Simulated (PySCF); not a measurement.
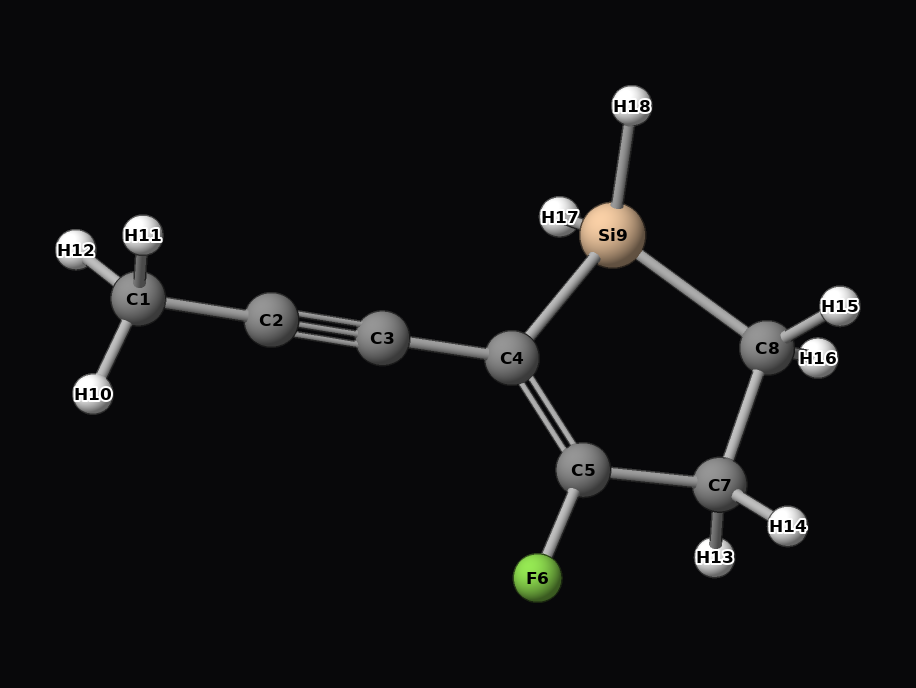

The questions are on isotropic NMR shieldings of the H atoms. Computed geometry: GFN2-xTB optimisation. No frequency run is at hand to confirm it as a minimum. Method: GIAO PBE0/pcSseg-1 NMR shielding, non-relativistic, gas phase (PySCF 2.14.0).

List the isotropic NMR shieldings of the H atoms.

```csv
atom,σ (ppm)
H10,29.46
H11,29.46
H12,29.52
H13,28.95
H14,29.04
H15,30.59
H16,30.78
H17,26.93
H18,27.00
```

The geometry is semi-empirical. Around Si such bond lengths and angles can be off by a tenth of an ångström or more and by several degrees, and values that hang on the shape move with them.
